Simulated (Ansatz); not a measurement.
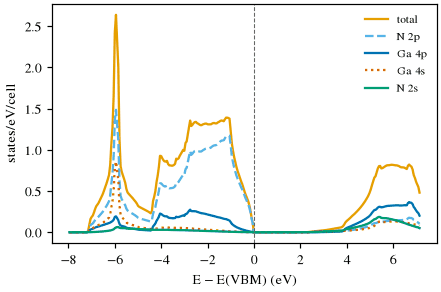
Figure. Total and projected density of states of GaN (zinc blende, F-43m), DFT-r²SCAN in the program Ansatz with PAW potentials

**Question.** Which orbitals carry the states next to the gap?

**Answer.** Top 1 eV of the valence band: N 2p 88 %, Ga 4p 7 %. Bottom 1 eV of the conduction band: N 2s 38 %, Ga 4s 37 %, N 2p 15 %, Ga 4p 8 %. Projections are on Löwdin-orthogonalised atomic valence shells; empty p or d shells of many metals are not among them.

**Question.** Where is the tallest occupied peak in this window, and what makes it?

**Answer.** Near -5.9 eV, about 2.6 states/eV per cell; the largest projected share is N 2p.

The cell was relaxed with r²SCAN under the symmetry of its start. Spin–orbit coupling is left out wherever it is not named.

Potentials: the later of the program's two PAW sets.
